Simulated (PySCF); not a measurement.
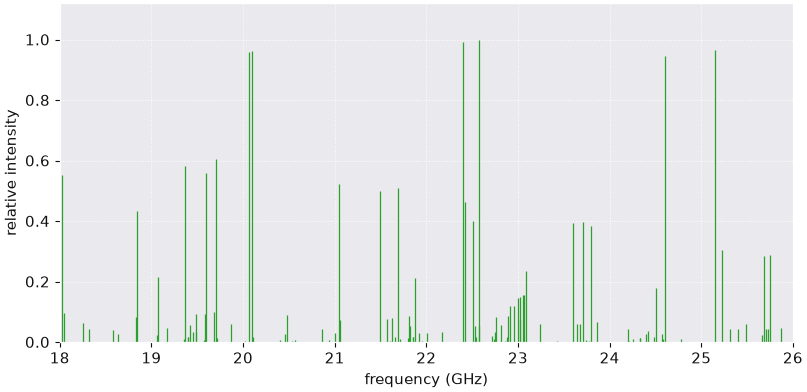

Simulated rotational absorption lines between 18 and 26 GHz at 2 K: rigid rotor with the equilibrium constants and dipole of one optimised conformer (PBE0-D3(BJ)/def2-SVP, PySCF 2.14.0), commonest isotopes; no centrifugal distortion, hyperfine structure, internal rotation or nuclear-spin weights; lines within 1 MHz of each other are summed.

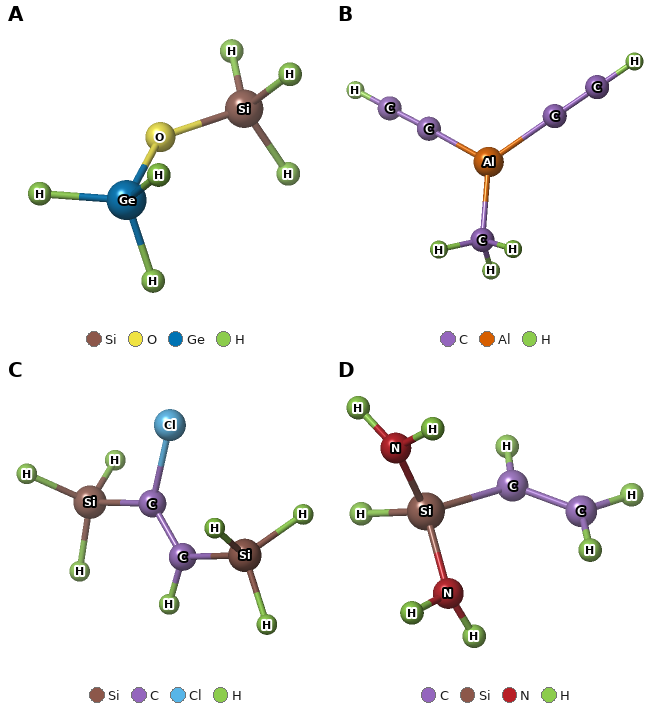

Question: Which molecule gives this spectrum? Choose among the lettered structures.

Answer: Structure C, C₂H₇ClSi₂, SMILES [SiH3]/C=C(/[SiH3])Cl. Rotational constants A, B, C = 3.775, 1.373, 1.031 GHz, |μa|, |μb|, |μc| = 0.42, 1.15, 0.00 D.

Known limits of this run: coarse grid, loose stop and no frequency check, small forces are noise and the end may be a saddle.
